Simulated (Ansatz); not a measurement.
**CCSD/STO-3G run of SiF2 (SMILES F[Si]F)**

What is the vertical ionisation energy of SiF2 at CCSD/STO-3G? 

The calculation is run with Ansatz 0.2.0.

41 further runs of the same task are left out: 3 that didn't finish, 38 set aside as unsound or not needed.

### 1 The system as given

SiF2 has 3 atoms, charge 0, and is taken as a singlet. SMILES: `F[Si]F`. The shape is that of a PBE0-D4/def2-TZVP optimisation.

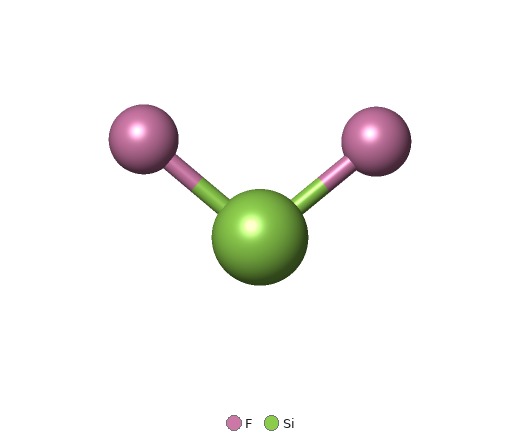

The structure, seen from a chosen angle (fluorine pink, silicon green).

### 2 A single-point energy at CCSD/STO-3G

File in.yaml:

```yaml
crystal:
  periodic: [false, false, false]
  atoms:
    - {symbol: F, position_ang: [0.166300, 1.246800, 0.229400]}
    - {symbol: Si, position_ang: [-0.594900, -0.046400, -0.330100]}
    - {symbol: F, position_ang: [0.428600, -1.200400, 0.100700]}
basis:
  gaussian:
    orbitals: STO-3G
correlation:
  method: ccsd
  frozen_orbitals: {F: 1, Si: 5}
accuracy: high
scf:
  omitted_lower_state_checks: [cluster_reference, increment]
```

The run is started by

```bash
$ ansatz run in.yaml --threads 1 --pin off --max-ram 2610MiB --events-out events.jsonl --progress --plain --runs-dir runs
```

The program printed, cut to the lines that bear on the results:

```text
Warning: RAYON_NUM_THREADS=1 ignored (pool sized by the plan → 1); use --threads N
Functional definition: HF
  name "HF"
[...]
337 factors; integrals over basis functions are off by at most 2.4e-8 eV
[...]
mean field -13107.28653165 eV, -481.6838956002 hartree, gradient 4.8e-8 eV, S^2 0.000000; 0 other end points of the search recorded, 0 dependent functions left out
7 core orbitals not correlated: weight in the atoms' cores, before any rotation towards them, 1.000 or more for the frozen orbitals, at most 0.000 for the correlated occupied ones
reference -13107.28653165 eV, -481.6838956002 hartree; 9, 9 occupied and 3, 3 virtual orbitals, 337 factors
second order -1.90176254 eV of doubles, -0.00000000 eV of singles
cycle   1  -1.93405700 eV  change   -3.2e-2 eV  update   1.0e-1
[...]
cycle  19  -2.20915308 eV  change   3.7e-10 eV  update   1.3e-9
Total energy: -13109.49568473 eV, -481.7650804783 hartree
Checks for a lower state left out: cluster_reference, increment
```

Run time: 0.2 s. Hardware: 1 thread of Arm Neoverse V1, shared host.

### 3 The doublet cation at the same level

File run.yaml:

```yaml
crystal:
  periodic: [false, false, false]
  atoms:
    - symbol: F
      position_ang: [0.166300, 1.246800, 0.229400]
    - symbol: Si
      position_ang: [-0.594900, -0.046400, -0.330100]
    - symbol: F
      position_ang: [0.428600, -1.200400, 0.100700]
basis:
  gaussian: {orbitals: STO-3G}
scf: {omitted_lower_state_checks: [cluster_reference, increment]}
magnetization: {spin_polarized: true, initial_magnetization: 1}
accuracy: high
total_charge: 1
correlation: {method: ccsd, frozen_orbitals: {F: 1, Si: 5}}
```

The run is started by

```bash
$ ansatz run run.yaml --threads 1 --pin off --max-ram 2610MiB --events-out events.jsonl --progress --plain --runs-dir runs
```

The program printed, cut to the lines that bear on the results:

```text
Warning: RAYON_NUM_THREADS=1 ignored (pool sized by the plan → 1); use --threads N
[... 2 set-up lines as earlier in the session ...]
[...]
337 factors; integrals over basis functions are off by at most 2.4e-8 eV
[...]
mean field -13100.75204763 eV, -481.4437577418 hartree, gradient 2.8e-8 eV, S^2 0.781283; 1 other end points of the search recorded, 0 dependent functions left out
7 core orbitals not correlated: weight in the atoms' cores, before any rotation towards them, 1.000 or more for the frozen orbitals, at most 0.000 for the correlated occupied ones
reference -13100.75204763 eV, -481.4437577418 hartree; 9, 8 occupied and 3, 4 virtual orbitals, 337 factors
second order -2.23024139 eV of doubles, -0.00000000 eV of singles
cycle   1  -2.27816996 eV  change   -4.8e-2 eV  update   1.3e-1
[...]
cycle  26  -2.72638663 eV  change   1.1e-10 eV  update   1.0e-9
Total energy: -13103.47843426 eV, -481.5439506025 hartree
Checks for a lower state left out: cluster_reference, increment
```

Wall time 0.38 s (1 thread of Arm Neoverse V1, shared host).

### 4 What came out

At CCSD/STO-3G, 7 core orbitals frozen:

| quantity | value |
| --- | --- |
| singlet SiF2: total energy | -481.76508 Eh |
| singlet SiF2: correlation energy (7 core orbitals frozen) | -81.2 mEh |
| singlet SiF2: T1 diagnostic | 0.021 |
| doublet cation: total energy | -481.54395 Eh |
| doublet cation: correlation energy (7 core orbitals frozen) | -100.2 mEh |
| doublet cation: ⟨S²⟩ of the reference determinant | 0.781 |
| doublet cation: T1 diagnostic | 0.032 |
| vertical ionisation energy (to the doublet cation) | 6.017 eV |

**Reading.** Removing an electron at fixed nuclei costs 6.02 eV (581 kJ/mol). In a minimal basis such a difference can be off by several eV, whatever the method. The T1 diagnostic (singlet SiF2) of 0.021 is above the customary mark for such species, so a single reference may not serve.
